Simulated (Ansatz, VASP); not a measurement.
# Cross-check of LiF (Griceite) between VASP and Ansatz

Wanted: the spread between two codes on one cell, functional and k mesh.

Calculated with Ansatz 0.2.0; plane waves, with VASP 6.6.1 beside it; relaxation of cell and atoms at PBE and relaxation of cell and atoms at PBE with D4.

### 1. Set-up

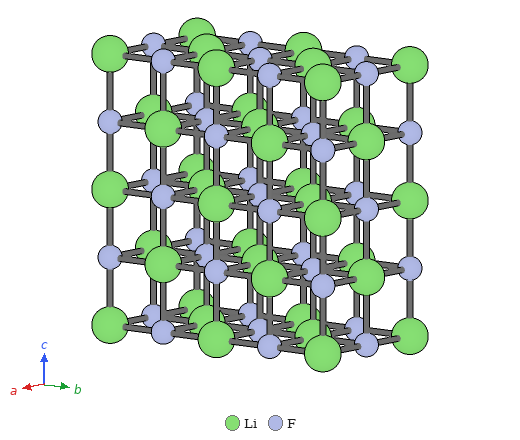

The cell as given, from a free direction (lithium green, fluorine light blue). 1×2×2 cells are drawn. This picture shows the conventional cell, with its axes. Some periodic images of atoms are drawn too.

### 2. Ansatz: relaxation of cell and atoms, PBE

Ansatz runs on its default PAW (the set named soft_2) files.

The relaxed volume is the usual yardstick between codes: its relative difference is about their pressure difference at one cell divided by the bulk modulus.

The input, input.yaml:

```yaml
crystal:
  lattice:
    - [0.0, 2.014, 2.014]
    - [2.014, 0.0, 2.014]
    - [2.014, 2.014, 0.0]
  atoms:
    - { symbol: Li, position: [0.0, 0.0, 0.0] }
    - { symbol: F, position: [0.5, 0.5, 0.5] }
hamiltonian:
  xc: pbe
  pseudopotentials: { kind: paw }
kpoints:
  mp_grid: { grid: [11, 11, 11] }
scf:
  occupations: { method: fermi_dirac, width: 0.05 }
relax:
  f_tol: 0.01
  max_steps: 60
  cell: { stress_tol: 0.05 }
output:
  forces: true
  stress: true
  write_density: true
  write_potential: true
  elf: true
  volumetric_format: npy
```

Launch:

```sh
> ansatz run input.yaml --threads 4 --pin off --max-ram 9216MiB --backend cpu --events-out ev --progress --plain --runs-dir out
```

Numbers of over 12 decimals in the logs are rounded to 6 here.

Output:

```text
Engine: ansatz 0.2.0, x86_64-unknown-linux-gnu
Pseudopotentials: kind: paw
Pseudopotential: Li, paw, valence charge 3, recommended cutoff 420 eV (normal), Li.paw.azcp
Pseudopotential: F, paw, valence charge 7, recommended cutoff 420 eV (normal), F.paw.azcp
Functional definition: PBE
  parameter kappa = 0.804
  parameter beta = 0.066725
  exchange = pbe_x(kappa = kappa, mu = beta*pi^2/3)
  correlation = pbe_c(beta = beta)
Crystal: 2 atoms, lattice volume = 16.338 Å³
Basis set: ecut = 420 eV, 331 PW (Γ), exchange–correlation on 40×40×40 points (8 copies of the dense FFT grid, shifted against one another)
Bands: 9, of which v1, the nominal top of the filled ones, is band 5 counted from 1 (4 counted from 0)
Symmetry: 48 space group operations
Space group: Fm-3m (ITA 225), of the structure as read, at distance tolerance 2.5e-5 Å
k-points: 56 of 1331
Non-local potential: Li, projectors of the file, l = 0: 3, l = 1: 2, l = 2: 1
Non-local potential: F, projectors of the file, l = 0: 2, l = 1: 2, l = 2: 1
PAW form: soft (Blöchl's): semilocal exchange-correlation on the pseudo side does not see the compensation charge
PAW one-centre angular grid: Li, 110 points (default); XC on 64 Gauss nodes
PAW one-centre angular grid: F, 110 points (default); XC on 64 Gauss nodes
Initial density: superposition of atomic densities (neutral atoms: chi_scale 0, normalization atom), corrected by the library's trained network
Initial wavefunctions: pseudopotential atomic-orbital guess
Functional: x = pbe(κ = 0.804, μ = 0.219515), c = pbe(β = 0.066725)
SCF iter   1: F=—  HF=-1016.167644 eV  |F-HF|=—  |Δ(HF+E_count)|=         —  Δρ=7.65e-4  dr2=4.05e-5  ethr=1.77e-3  ⟨swp⟩=5.3  Hψ=3099  notcnv=0
preconditioner: auto → none  [insulator: Δε(μ)=9.078 eV  Ē_g=22.682 eV  σ=0.050 eV  W_gap=1.00  n_scr=0 (ndim 8)  ℏωp=26.0 eV  f_vac=0.000  D(μ)=0.00/eV (n_scr^D=0)  ε∞_Penn≈2.3]
SCF iter   2: F=—  HF=-1016.167600 eV  |F-HF|=—  |Δ(HF+E_count)|=   4.47e-5  Δρ=1.16e-3  dr2=1.34e-4  ethr=4.05e-7  ⟨swp⟩=2.1  Hψ=1155  notcnv=0
SCF iter   3: F=—  HF=-1016.167580 eV  |F-HF|=—  |Δ(HF+E_count)|=   2.01e-5  Δρ=5.67e-4  dr2=3.23e-5  ethr=4.05e-7  ⟨swp⟩=2.5  Hψ=693  notcnv=0
SCF iter   4: F=—  HF=-1016.167581 eV  |F-HF|=—  |Δ(HF+E_count)|=   1.75e-6  Δρ=1.45e-4  dr2=3.89e-7  ethr=3.23e-7  ⟨swp⟩=2.4  Hψ=689  notcnv=0
SCF iter   5: F=—  HF=-1016.167600 eV  |F-HF|=—  |Δ(HF+E_count)|=   1.90e-5  Δρ=3.32e-4  dr2=1.21e-5  ethr=3.89e-9  ⟨swp⟩=2.0  Hψ=784  notcnv=0
SCF iter   6: F=—  HF=-1016.167598 eV  |F-HF|=—  |Δ(HF+E_count)|=   2.71e-6  Δρ=1.78e-4  dr2=3.49e-6  ethr=3.89e-9  ⟨swp⟩=2.0  Hψ=728  notcnv=0
SCF iter   7: F=—  HF=-1016.167597 eV  |F-HF|=—  |Δ(HF+E_count)|=   7.53e-7  Δρ=9.72e-5  dr2=1.05e-6  ethr=3.89e-9  ⟨swp⟩=2.0  Hψ=712  notcnv=0
SCF iter   8: F=—  HF=-1016.167597 eV  |F-HF|=—  |Δ(HF+E_count)|=   2.90e-7  Δρ=3.14e-5  dr2=1.09e-7  ethr=3.89e-9  ⟨swp⟩=2.4  Hψ=685  notcnv=0
SCF iter   9: F=-1016.167597 eV  HF=-1016.167597 eV  |F-HF|=6.65e-9  |Δ(HF+E_count)|=   3.15e-8  Δρ=8.36e-6  dr2=7.73e-9  ethr=1.00e-9  ⟨swp⟩=6.0  Hψ=1957  notcnv=0
SCF 1 converged in 9 iterations: F = -1016.167597 eV  dr2 = 7.73e-9
  greatest PAW one-centre occupation: 1.000 electrons in one spin orbital (limit 2), on the Li atom at site 0 (counted from 0), in its partial waves of l = 0
relax step   1: F+E_penalty+E_count = -1016.16759657 eV  Δ(F+E_penalty+E_count) = +0.000e0 eV  max|allowed force component| = 1.079e-28 eV/Å  Δτ_max = 0.0000 Å  P = +2.122 GPa  Ω = 16.338 Å³  (9 SCF iters, dr2 threshold 1.00e-7 eV, accepted)
[...]
relax step   2: F+E_penalty+E_count = -1016.16857052 eV  Δ(F+E_penalty+E_count) = -9.740e-4 eV  max|allowed force component| = 5.082e-29 eV/Å  Δτ_max = 0.0000 Å  P = +1.367 GPa  Ω = 16.486 Å³  energy of the carried Pulay correction = -6.316e-4 eV  (4 SCF iters, dr2 threshold 2.00e-7 eV, accepted)
[...]
relax step   3: F+E_penalty+E_count = -1016.16859013 eV  Δ(F+E_penalty+E_count) = -1.961e-5 eV  max|allowed force component| = 1.381e-29 eV/Å  Δτ_max = 0.0000 Å  P = +0.024 GPa  Ω = 16.760 Å³  energy of the carried Pulay correction = -1.789e-3 eV  (4 SCF iters, dr2 threshold 2.00e-7 eV, accepted)
[...]
relax step   4: F+E_penalty+E_count = -1016.17064820 eV  Δ(F+E_penalty+E_count) = -2.058e-3 eV  max|allowed force component| = 7.071e-30 eV/Å  Δτ_max = 0.0000 Å  P = +0.282 GPa  Ω = 16.760 Å³  stress off target by 2.82e-1 GPa  SCF on the basis re-selected at this cell (its energy is not comparable with the rows above)  (6 SCF iters)
[...]
relax step   5: F+E_penalty+E_count = -1016.17045591 eV  Δ(F+E_penalty+E_count) = +1.923e-4 eV  max|allowed force component| = 1.062e-29 eV/Å  Δτ_max = 0.0000 Å  P = +0.034 GPa  Ω = 16.819 Å³  energy of the carried Pulay correction = -2.491e-4 eV  (3 SCF iters, dr2 threshold 1.99e-7 eV, accepted)
[...]
relax step   6: F+E_penalty+E_count = -1016.17082513 eV  Δ(F+E_penalty+E_count) = -3.692e-4 eV  max|allowed force component| = 8.842e-30 eV/Å  Δτ_max = 0.0000 Å  P = +0.047 GPa  Ω = 16.819 Å³  stress off target by 4.66e-2 GPa  SCF on the basis re-selected at this cell (its energy is not comparable with the rows above)  (6 SCF iters)
basis re-selected at this cell: Δ(F+E_penalty+E_count) = -3.692e-4 eV, ΔP = +0.012 GPa vs the last step (what re-selecting the basis moved, of the pressure what is left beyond the Pulay correction that the steps carried, after the strain that the cell walked since its last selection, with what the two solves' SCF thresholds leave and, on support functions, any second-order correction that the steps lacked; it is no m [...]
SCF converged after 6 iterations
Free energy (F): -1016.170825 eV
Harris-Foulkes:  -1016.170825 eV  (|F-HF|=3.41e-13)
Internal energy: -1016.170825 eV  (E = F + TS)
E sigma→0 (E₀):  -1016.170825 eV
Fermi energy:    5.289107 eV
--- Per-component energies (eV) ---
  E_band       = -119.761019
  E_kinetic    = 230.235714
  E_local      = -649.288969  (includes V_loc(G=0)·N_el)
  E_nonlocal   = 40.323610
  E_hartree    = 227.823652
  E_xc         = -91.737907
  E_vxc        = -117.665524  (∫ρ·V_xc dr)
  E_paw        = -221.754563  (= ΣΔE_a)
  E_vpaw       = -79.015377  (= ΣTr[D̂ρ^β])
  E_aug_tail   = 0.002240  (compensation charges beyond the density's cutoff)
  E_ewald      = -551.774603
  E_smearing   = -0.000000  (= −TS)
  E_closure    = 0.000000  (closes the sum)
  Σ components = -1016.170825   (vs F -1016.170825, Δ=0.00e0)
--- Forces (eV/Å), atoms counted from 1 ---
  atom   1  Li    -0.00000000     0.00000000    -0.00000000
  atom   2  F      0.00000000    -0.00000000     0.00000000
  max |Σ_I F_I| component: 1.70e-29 eV/Å
--- Stress (GPa, compression-positive) ---
        0.046627      -0.000000      -0.000000
       -0.000000       0.046627      -0.000000
       -0.000000      -0.000000       0.046627
  P = ⅓ Tr σ = 0.0466 GPa (0.466 kbar)
--- Band table (eV; the first three rows and the last of 56) ---
  k-point 0: bands = ["-40.1886", "-19.1212", "0.7687", "0.7687", "0.7687", "9.6048", "24.3428", "24.3428", "24.3428"]
  k-point 1: bands = ["-40.1846", "-19.0907", "0.5356", "0.7506", "0.7506", "9.8504", "22.0404", "23.2906", "23.2906"]
  k-point 2: bands = ["-40.1736", "-19.0070", "-0.0413", "0.7031", "0.7031", "10.4332", "19.7234", "21.9596", "21.9596"]
  k-point 55: bands = ["-40.1235", "-18.4987", "-1.3200", "-1.0773", "0.0286", "15.3827", "15.5507", "18.2347", "19.6629"]
--- Relaxed structure (4 steps of the walk, 4 accepted, 2 SCFs on fresh bases) ---
  F+E_penalty+E_count = -1016.17082513 eV   max|allowed force component| = 8.842e-30 eV/Å   (the final SCF, on the basis selected at the relaxed cell)
  cell:  # Å, volume = 16.8187 Å³
    - [0, 2.033546, 2.033546]
    - [2.033546, 0, 2.033546]
    - [2.033546, 2.033546, 0]
  atoms:
    - { symbol: Li, position: [0, 0, 0] }
    - { symbol: F, position: [0.5, 0.5, 0.5] }
```

Wall time 0.63 s (4 threads of AMD EPYC 9R45, shared host); peak memory 0.33 GiB.

### 3. VASP: relaxation of cell and atoms, PBE

The same cell, functional, mesh and smearing now go to VASP, with its own data sets and cutoff.

Lines of VASP's logs that name or quote its potential files are left out, and so is its time.

The input, INCAR:

```
SYSTEM = LiF
PREC = Accurate
ENCUT = 700
EDIFF = 1E-06
NELM = 100
ISMEAR = -1
SIGMA = 0.05
LREAL = .FALSE.
ALGO = Normal
GGA = PE
NBANDS = 11
LORBIT = 11
LWAVE = .FALSE.
LCHARG = .FALSE.
KPAR = 2
IBRION = 2
NSW = 60
ISIF = 3
EDIFFG = -0.01
```

The input, POSCAR:

```
LiF
1.0
    0.0000000000      2.0140000000      2.0140000000
    2.0140000000      0.0000000000      2.0140000000
    2.0140000000      2.0140000000      0.0000000000
Li F
1 1
Direct
    0.0000000000      0.0000000000      0.0000000000
    0.5000000000      0.5000000000      0.5000000000
```

The input, KPOINTS:

```
Automatic mesh
0
Gamma
11 11 11
0 0 0
```

The projector-augmented-wave data sets are Li_sv and F (PBE family, release 64).

Launch:

```sh
> mpirun -np 2 vasp_std
```

Output:

```text
[banner, memory and clock lines left out]
running    2 mpi-ranks, on    1 nodes
 distrk:  each k-point on    1 cores,    2 groups
 distr:  one band on    1 cores,    1 groups

 POSCAR found type information on POSCAR LiF
 POSCAR found :  2 types and       2 ions
 LDA part: xc-table for (Slater+PW92), standard interpolation
 POSCAR, INCAR and KPOINTS ok, starting setup
 FFT: planning ... GRIDC
 FFT: planning ... GRID_SOFT
 FFT: planning ... GRID
 WAVECAR not read
 entering main loop
       N       E                     dE             d eps       ncg     rms          rms(c)
DAV:   1     0.428253492095E+02    0.42825E+02   -0.65920E+03  1240   0.115E+03
DAV:   2    -0.853117325630E+01   -0.51357E+02   -0.50102E+02  1439   0.224E+02
DAV:   3    -0.101340255292E+02   -0.16029E+01   -0.15979E+01  1589   0.350E+01
DAV:   4    -0.101506834870E+02   -0.16658E-01   -0.16656E-01  1581   0.391E+00
DAV:   5    -0.101508492075E+02   -0.16572E-03   -0.16572E-03  1611   0.249E-01    0.453E+00
DAV:   6    -0.963307804559E+01    0.51777E+00   -0.25745E+00  1391   0.107E+01    0.141E+00
DAV:   7    -0.963662831652E+01   -0.35503E-02   -0.20132E-02  1669   0.135E+00    0.871E-01
DAV:   8    -0.964267023861E+01   -0.60419E-02   -0.15940E-02  1603   0.148E+00    0.116E-01
DAV:   9    -0.964269337805E+01   -0.23139E-04   -0.98595E-04  1488   0.311E-01    0.454E-02
DAV:  10    -0.964279370259E+01   -0.10032E-03   -0.14812E-04  1423   0.105E-01    0.157E-02
DAV:  11    -0.964279262705E+01    0.10755E-05   -0.65853E-06  1678   0.264E-02    0.211E-03
DAV:  12    -0.964279278151E+01   -0.15446E-06   -0.45707E-07  1408   0.662E-03
   1 F= -.96427928E+01 E0= -.96427928E+01  d E =-.964279E+01
 curvature:   0.00 expect dE= 0.000E+00 dE for cont linesearch  0.000E+00
 trial: gam= 0.00000 g(F)=  0.261E-58 g(S)=  0.106E-02 ort = 0.000E+00 (trialstep = 0.100E+01)
 search vector abs. value=  0.106E-02
 bond charge predicted
       N       E                     dE             d eps       ncg     rms          rms(c)
DAV:   1    -0.965049414772E+01   -0.77015E-02   -0.12954E-01  1304   0.315E+00    0.683E-01
DAV:   2    -0.964379305570E+01    0.67011E-02   -0.35454E-02  1379   0.132E+00    0.129E-01
DAV:   3    -0.964365834974E+01    0.13471E-03   -0.23211E-04  1573   0.157E-01    0.723E-02
DAV:   4    -0.964358804162E+01    0.70308E-04   -0.74216E-05  1864   0.758E-02    0.497E-03
DAV:   5    -0.964358776193E+01    0.27969E-06   -0.29786E-06  1379   0.168E-02
   2 F= -.96435878E+01 E0= -.96435878E+01  d E =-.794980E-03
 trial-energy change:   -0.000795  1 .order   -0.000792   -0.001062   -0.000521
 step:   1.9643(harm=  1.9643)  dis= 0.00000  next Energy=    -9.643836 (dE=-0.104E-02)
 bond charge predicted
       N       E                     dE             d eps       ncg     rms          rms(c)
DAV:   1    -0.965022112055E+01   -0.66331E-02   -0.11989E-01  1271   0.303E+00    0.658E-01
DAV:   2    -0.964400058221E+01    0.62205E-02   -0.33178E-02  1358   0.128E+00    0.124E-01
DAV:   3    -0.964387563117E+01    0.12495E-03   -0.21549E-04  1534   0.151E-01    0.698E-02
DAV:   4    -0.964381024194E+01    0.65389E-04   -0.69244E-05  1852   0.730E-02    0.478E-03
DAV:   5    -0.964380993375E+01    0.30819E-06   -0.25111E-06  1374   0.157E-02
   3 F= -.96438099E+01 E0= -.96438099E+01  d E =-.101715E-02
 curvature:  -0.98 expect dE=-0.708E-06 dE for cont linesearch -0.708E-06
 trial: gam= 0.00000 g(F)=  0.147E-60 g(S)=  0.721E-06 ort =-0.277E-04 (trialstep = 0.119E+01)
 search vector abs. value=  0.721E-06
 reached required accuracy - stopping structural energy minimisation
```

(Continued in part 2 of 2.)

[Lines on the potential files, build, host, timing and source positions are cut from VASP's logs without a mark.]

[Logs are printed without paths, hosts, clocks, repeated set-up lines and the standing remarks that a program may print on its own settings, such as how far it seeks lower states.]

[Hosts, paths, dates, database ids (printed as entryN), source tags and the programs' standing remarks are cut or masked in the printed files.]
